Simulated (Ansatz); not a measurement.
Consider CaF₂ in the fluorite structure (space group Fm-3m, No. 225; a = 5.439 Å). Axes: x, y, z lie along the cube axes.

Modification: biaxial strain −0.23 %, plane normal [001], relaxed out of plane (Cartesian); in-plane vectors clamped, the third vector and the atoms free.

Method: Ansatz (a quantum-chemistry and plane-wave program), r2SCAN, PAW, cutoff 500 eV, scalar-relativistic without spin-orbit coupling.

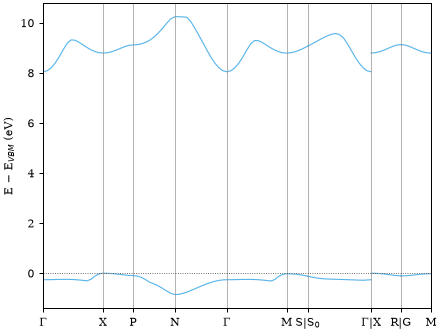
Figure: Highest valence and lowest conduction band along the path of the changed cell's own zone

The gap is 8.04 eV, indirect, X → Γ; the base has 8.03 eV.

No phonon test of stability was made. k-point labels follow each cell's own Brillouin zone.
